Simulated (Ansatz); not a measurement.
# Al2O3, response to strain

Consider Al2O3 in the corundum structure (space group R-3c, No. 167; a = 4.774 Å, c = 13.015 Å (hexagonal axes)).

Strains are applied to the cell and any free atomic positions relax.

All numbers come from plane-wave PAW DFT at the PBEsol level (Ansatz, a program for electronic structure, 420 eV), no spin-orbit coupling.

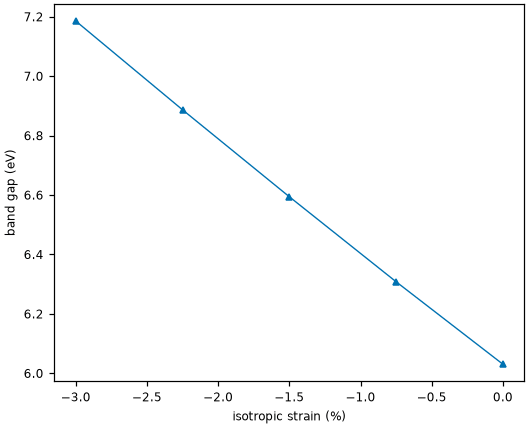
Figure. Band gap against isotropic strain

```
isotropic strain (%)  band gap
--------------------  --------
-3                     7.19 eV
-2.25                  6.89 eV
-1.5                   6.59 eV
-0.75                  6.31 eV
```

Stability against distortions was not tested.
